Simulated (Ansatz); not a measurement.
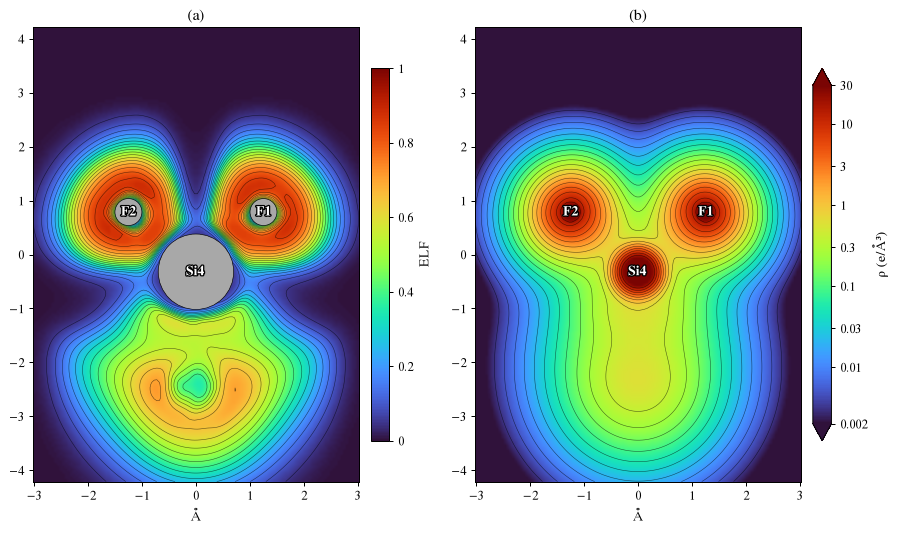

F2PSi2 (SMILES F[Si]1(F)[Si-]=P1) (charge −1). (a) ELF; (b) electron density on the plane of atoms F1, Si4 and F2. Grey discs cover the atomic cores in the ELF map.

Geometry: PBE0-D3(BJ)/def2-SVPD.

All numbers below come from isolated molecule in a Gaussian basis; Kohn-Sham density functional theory, functional PBE0 (Ansatz 0.2.0).

```yaml
atoms:
  - { symbol: F, position_ang: [-0.2543, -0.3567, 1.0794] }
  - { symbol: F, position_ang: [1.4693, 0.9686, -0.1631] }
  - { symbol: P, position_ang: [-1.6122, 2.0793, -0.7293] }
  - { symbol: Si, position_ang: [-0.0626, 1.1866, 0.4679] }
  - { symbol: Si, position_ang: [-1.0277, 3.1054, 1.1745] }
```

### What do the fields say about this system?

- Atoms in the plane: F and Si.
- Si–F (1.67 Å): ρ at the midpoint is about 0.98 e/Å³; the ELF peaks at about 0.85 in the valence shell of F, 0.6 Å from its nucleus, and is about 0.45 at the midpoint.
- The ELF also peaks beside F2 and F1, away from the bonds: lone-pair regions.
